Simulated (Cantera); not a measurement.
Input: 1 mol CH₃OH, a varied amount of H₂O, 11 mol N₂, held at 1748 K and 2.40 mbar.

These are equilibrium values from Cantera (NASA tables, ideal gas, pure condensed phases), not measurements of a reactor. Candidate condensed phases: C, C₆H₆, C₇H₈, C₈H₁₈, H₂O; 136 gas species. Equilibrium is a limit: real reactors are often held back by kinetics, nucleation or transport.

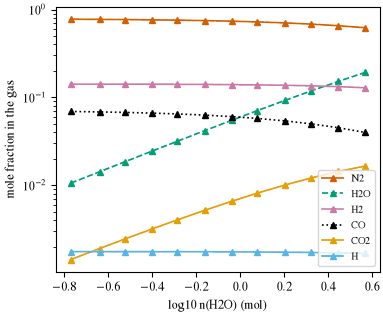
*Equilibrium gas composition (values under 1e-9 drawn at 1e-9)*

Q: Read off the mole fractions at 0.23 mol H₂O.

A: N₂ about 0.77, H₂ about 0.14, CO about 0.068, H₂O about 0.014, CO₂ about 0.0019, H about 0.0018.
